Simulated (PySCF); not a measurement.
# AlO (doublet): what the fields show

```yaml
atoms:
  - { symbol: Al, position_ang: [0.0000, 0.0000, -0.6107] }
  - { symbol: O, position_ang: [0.0000, 0.0000, 1.0303] }
```

The calculation used PBE0/pcseg-1, non-relativistic, at a bond length of 1.641 Å in PySCF.

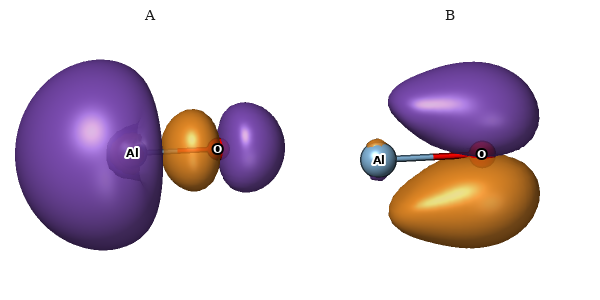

Figure 1. Two frontier α-spin orbitals, each drawn at the value that holds 80 % of its norm (orange and purple are the two phases), in no order; of a degenerate pair one member is drawn.

### Label each orbital by symmetry, say whether it is occupied, and order them by energy.

Orbital B: π, occupied in this spin, −8.13 eV; mainly on O (80 %).
Orbital A: σ, occupied in this spin, −7.81 eV; mainly on Al (75 %).

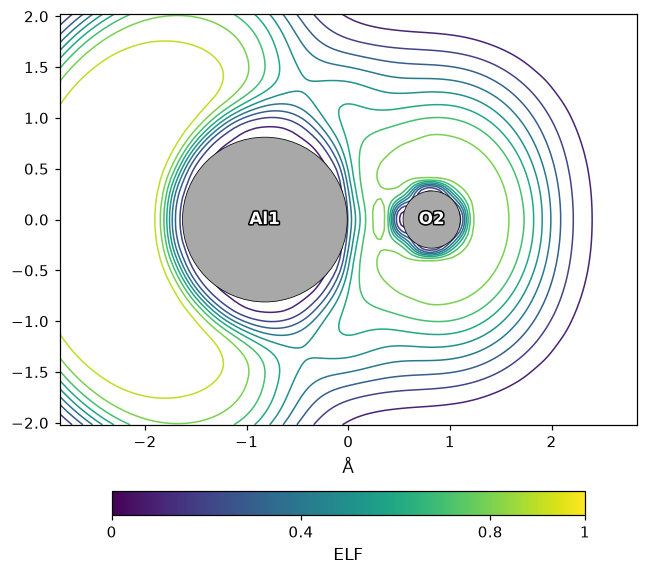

Figure 2. ELF on a plane that holds the molecular axis. Grey discs cover the atomic cores.

### Read the bonding off the picture.

The plane passes through Al and O nuclei. Al–O (1.64 Å): the ELF peaks at about 0.80 in the valence shell of O, 0.6 Å from its nucleus, and is about 0.30 at the midpoint. The ELF also peaks beside O2 and Al1, away from the bonds: non-bonding electrons, paired or unpaired.

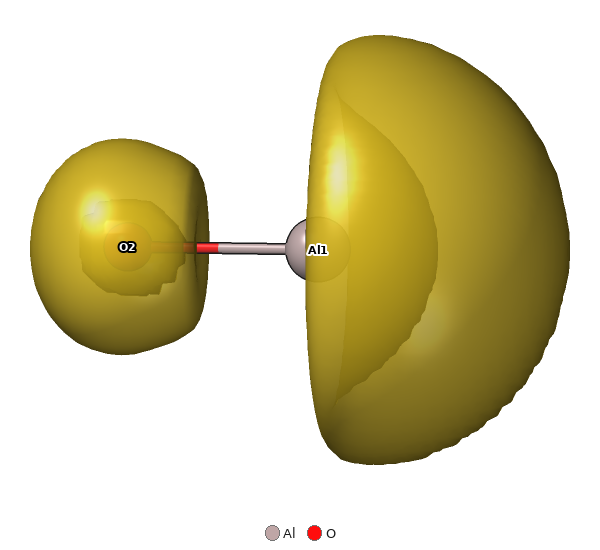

Figure 3. Isosurface of the electron localisation function at 0.75 (yellow), seen from one side. Core shells and regions of very low density are left out.

### Where are the electrons localised?

The surface consists of one lobe on Al, pointing away from the bonds (non-bonding electrons) and one region wrapped around O (its valence shell).
